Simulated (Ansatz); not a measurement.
Consider C2H4B (SMILES [BH3-]C#C) (charge −1).

Input file:

```
crystal:
  periodic: [false, false, false]
  atoms:
    - {symbol: C, position_ang: [-0.148227, 0.842689, 1.207330]}
    - {symbol: C, position_ang: [0.774390, 1.051549, 1.990315]}
    - {symbol: B, position_ang: [-1.338558, 0.573191, 0.197137]}
    - {symbol: H, position_ang: [-2.333676, 0.159622, 0.812595]}
    - {symbol: H, position_ang: [-1.001562, -0.278583, -0.640125]}
    - {symbol: H, position_ang: [-1.639665, 1.621350, -0.395136]}
    - {symbol: H, position_ang: [1.579407, 1.233795, 2.673481]}
basis:
  gaussian:
    orbitals: def2-TZVPD
hamiltonian:
  xc: pbe0
total_charge: -1
output: {forces: true, orbitals: {seedname: orbitals}}
```

Launched as:

```sh
ansatz run input.yaml --threads 1 --pin off --max-ram 2610MiB --events-out events.jsonl --progress --plain --runs-dir runs
```

Geometry: B3LYP-D3(BJ)/def2-SVPD.

Computed with isolated molecule in a Gaussian basis; Kohn-Sham density functional theory, functional PBE0 (Ansatz).

Q: Predict the electron density and electron localisation function between the atoms.

A: C–C (1.23 Å): ρ at the midpoint is about 2.7 e/Å³; the ELF peaks at about 0.85 between the atoms; a short, multiple covalent bond.
C–B (1.58 Å): ρ is about 1.3 e/Å³ halfway; the ELF peaks at about 0.95 between the atoms, as expected for a shared electron pair.
C–H (1.07 Å): the density is about 2 e/Å³ at the midpoint; the ELF climbs to about 1 towards the hydrogen, as it does in any bond to H: a covalent bond by its length.
B–H (1.24 Å): ρ at the midpoint is about 1 e/Å³; the ELF climbs to about 1 towards the hydrogen: an ordinary covalent bond to hydrogen.

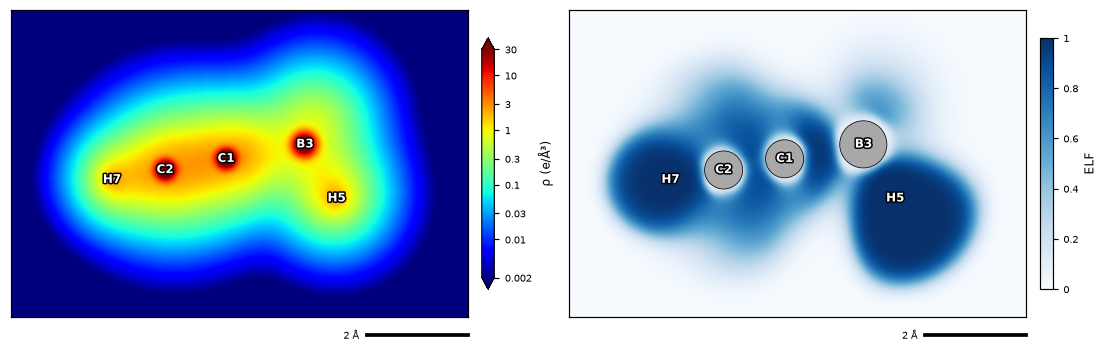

Computed electron density and electron localisation function on the plane of atoms C1, B3 and H5, in this order. Grey discs cover the atomic cores in the ELF map. 
